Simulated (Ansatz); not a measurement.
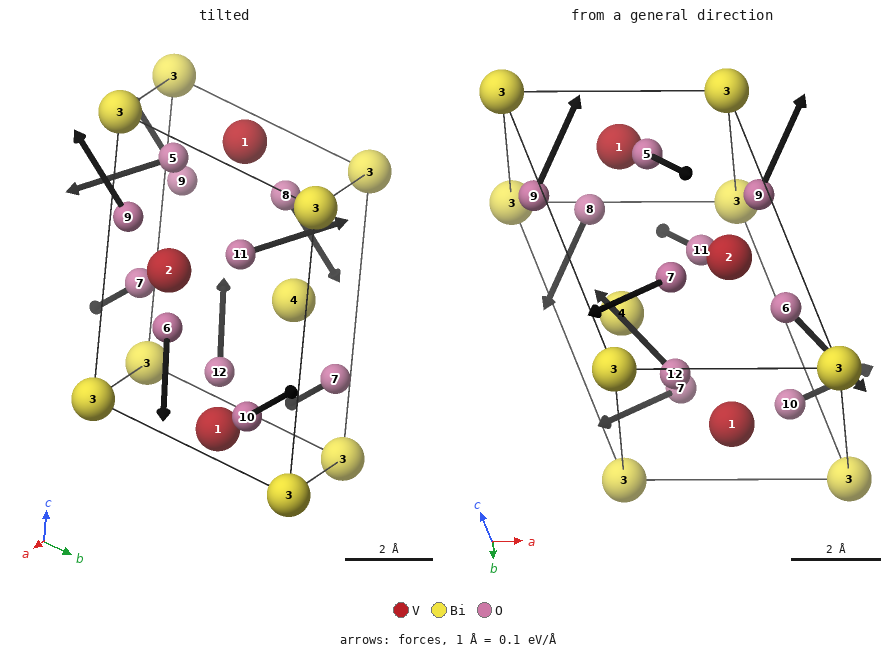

The image is a spheres-only drawing of a crystal, viewed slightly off an axis and from a general direction. The edges of the cell (the run's own, in a reduced setting) are marked. The arrows are the computed forces on the atoms.

System: VBiO4. Level of theory and settings: DFT, PBE with spin-orbit coupling, plane waves, PAW in Ansatz, a 420 eV plane-wave basis, k-points about 0.22 Å⁻¹ apart, no moments seeded, so the run stays non-magnetic, spinor wavefunctions.

> Would an optimiser stop at this geometry?

No. The atoms still feel forces of up to about 0.23 eV/Å, far above a usual threshold of 0.01 to 0.03 eV/Å.

Provenance: a structure listed in the Materials Project. Earlier steps of the study may have refined or changed the cell and positions. A calculation with Ansatz used it as input.
